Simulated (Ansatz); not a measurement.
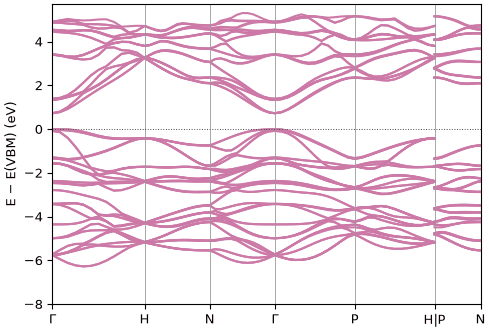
Figure: Band structure from DFT-PBEsol with spin–orbit coupling in the program Ansatz with PAW potentials

The gap is 0.73 eV; an edge lies off the plotted path or next to a special point (maximum on the Γ–H line, 2 % of the way from Γ, minimum at Γ).

The material is Zr$_{3}$N$_{4}$ in space group I-43d (No. 220; N on 16c, Zr on 12a).

The PBEsol relaxation kept the symmetry of its start. The run is not spin-polarised.

Potentials: the later of the program's two PAW sets.
